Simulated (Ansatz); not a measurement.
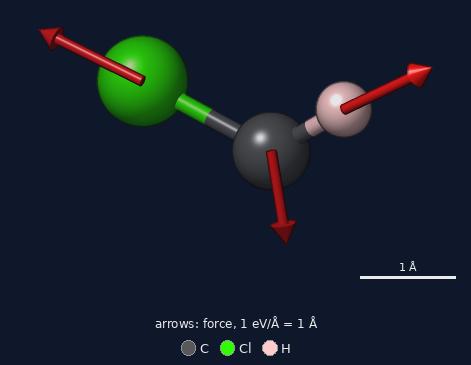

Starting geometry of CHCl (multiplicity 3) (coarse preliminary run) with the computed forces as red arrows. Style: ball-and-stick. Shown from a free direction.

The start comes from a force field.

Method: Ansatz 0.2.0, UKS PBE-D4/def2-SVP. Settings: force threshold 0.03 eV/Å; at most 200 steps.

Is this structure relaxed? If not, where do the atoms go?

It isn't relaxed: the largest force vector, on the Cl atom, is 1.31 eV/Å. The atoms end up moving mostly along the starting forces (cosine between the two patterns 0.91). The atom that moves furthest after the best rigid fit is the Cl atom (0.037 Å). Largest moves by element: Cl 0.037 Å, H 0.035 Å, C 0.009 Å. Some distances before and after: C–Cl 1.629 → 1.670 Å, C–H 1.069 → 1.104 Å. The energy falls by 4.58 kJ/mol in 3 geometry steps. Largest force component: 1.1 eV/Å at the start, 0.025 eV/Å at the end.
